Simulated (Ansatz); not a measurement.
## Two runs on Ga₂As₃

System: Ga₂As₃, charge −1.
Method of the first run: RKS r2SCAN-D4/def2-TZVPD (Ansatz 0.2.0).

The geometry comes from this level: r2SCAN-D4/def2-SVPD. Text and figures count atoms from 1; the logs count them from 0 in places.

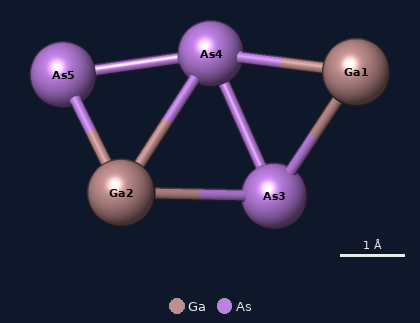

Figure 1. The structure as given in the input (ball-and-stick view, seen at a tilt; atoms are numbered from 1 in the order of the input). Sticks mark near contacts.

### Input file, the first run
```yaml
crystal:
  periodic: [false, false, false]
  atoms:
    - {symbol: Ga, position_ang: [2.548285, -0.191363, 0.389517]}
    - {symbol: Ga, position_ang: [-1.521717, -0.851349, 0.721344]}
    - {symbol: As, position_ang: [0.572747, -1.393806, -0.696826]}
    - {symbol: As, position_ang: [0.349353, 1.012628, -0.313590]}
    - {symbol: As, position_ang: [-1.948669, 1.423900, -0.100446]}
basis:
  gaussian: {orbitals: def2-TZVPD, initial_orbitals: start.molden}
total_charge: -1
hamiltonian: {xc: r2scan, dispersion: d4}
scf: {omitted_lower_state_checks: [starts]}
output: {orbitals: {seedname: orbitals}}
```

Launched with:
```bash
ansatz run in.yaml --threads 4 --pin off --events-out ev --progress --plain --max-ram 4787MiB
```

Hardware: 4 threads of Arm Neoverse V2, 23 GiB of memory available, shared host.

### Output (the first run)
```
Functional definition: r2SCAN
  parameter k0 = 0.174
  parameter k1 = 0.065
  parameter a1 = 4.9479
  exchange = r2scan_x(k0 = k0, k1 = k1, a1 = a1)
  correlation = r2scan_c
these checks for a lower state are left out or cut short: starts
1973 factors; their error is unknown
mean field evaluation 1: about -287283.1416 eV, gradient 1.2e1 eV
mean field evaluation 2: about -287283.2498 eV, gradient 1.7e-1 eV
mean field evaluation 4: about -287283.1916 eV, gradient 4.8e-4 eV
mean field -287283.19157482 eV, -10557.4625628335 hartree, gradient 2.3e-5 eV, S^2 0.000000; 0 other end points of the search recorded, 0 dependent functions left out
reference -287283.19158843 eV, -10557.4625633336 hartree; 81, 81 occupied and 189, 189 virtual orbitals, 1973 factors
Total energy: -287283.25831628 eV, -10557.4650155367 hartree
Checks for a lower state left out: starts
```

The input of the second run differs as follows (lines with − go, lines with + come):
```diff
-    - {symbol: Ga, position_ang: [2.548285, -0.191363, 0.389517]}
-    - {symbol: Ga, position_ang: [-1.521717, -0.851349, 0.721344]}
-    - {symbol: As, position_ang: [0.572747, -1.393806, -0.696826]}
-    - {symbol: As, position_ang: [0.349353, 1.012628, -0.313590]}
-    - {symbol: As, position_ang: [-1.948669, 1.423900, -0.100446]}
+    - {symbol: Ga, position_ang: [0.411242, 1.155399, 0.679089]}
+    - {symbol: Ga, position_ang: [0.349441, -1.163893, -0.697725]}
+    - {symbol: As, position_ang: [2.449633, -0.029563, -0.060632]}
+    - {symbol: As, position_ang: [-1.623138, 0.626242, -0.982177]}
+    - {symbol: As, position_ang: [-1.587176, -0.588186, 1.061445]}
+magnetization: {spin_polarized: true, initial_magnetization: 4}
```

Predict how the results change.

With the same method and basis, the second run lies 21.2 kcal/mol higher. The HOMO goes from −0.32 to −0.14 eV. The LUMO goes from 0.78 to 0.20 eV. On the same kind of shared host the second run took about 2.3 times as long.

### Output (the second run)
```
Functional definition: r2SCAN
  parameter k0 = 0.174
  parameter k1 = 0.065
  parameter a1 = 4.9479
  exchange = r2scan_x(k0 = k0, k1 = k1, a1 = a1)
  correlation = r2scan_c
these checks for a lower state are left out or cut short: starts
1973 factors; their error is unknown
mean field evaluation 1: about -287282.2240 eV, gradient 8.8e0 eV
mean field evaluation 2: about -287282.3308 eV, gradient 1.6e-1 eV
mean field evaluation 4: about -287282.2731 eV, gradient 1.9e-3 eV
mean field -287282.27310957 eV, -10557.4288098579 hartree, gradient 1.4e-5 eV, S^2 6.029178; 0 other end points of the search recorded, 0 dependent functions left out
reference -287282.27313229 eV, -10557.4288106929 hartree; 83, 79 occupied and 187, 191 virtual orbitals, 1973 factors
Total energy: -287282.34022932 eV, -10557.4312764633 hartree
Checks for a lower state left out: starts
```

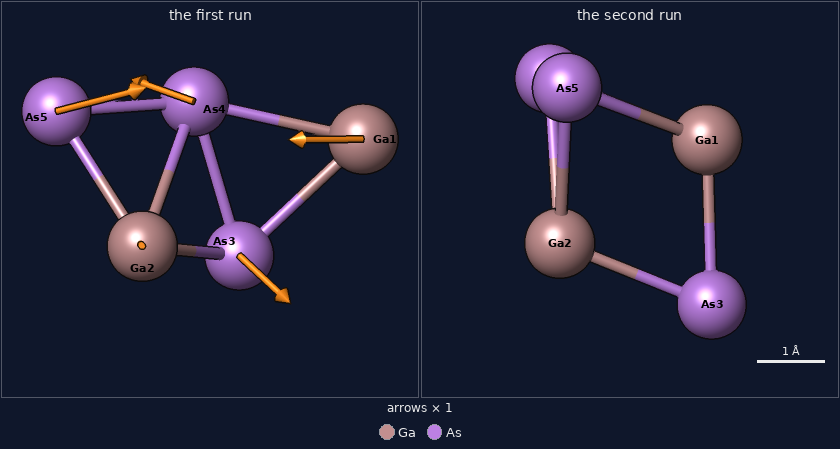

Figure 2. The two input geometries at one scale (ball-and-stick view, seen at a tilt). The orange arrows on the first give the shifts of the atoms after the best rigid fit, at true length. As5 moves most after the best rigid fit: 1.55 Å. By element the largest moves are As 1.55 Å, Ga 1.26 Å. Among the contacts that change: Ga1–As5 4.803 → 2.680 Å, As3–As4 2.447 → 4.227 Å, Ga2–As5 2.456 → 2.679 Å, Ga2–As4 2.837 → 2.679 Å.

### The two runs side by side

| quantity | the first run | the second run |
| --- | --- | --- |
| outcome | converged | converged |
| total energy (hartree) | −10557.465016 | −10557.431276 |
| HOMO (eV) | −0.32 | −0.14 |
| LUMO (eV) | 0.78 | 0.20 |
| basis functions | 270 | 270 |
| ⟨S²⟩ | – | 6.029 |
| wall time (shared host) | 15 s | 33 s |
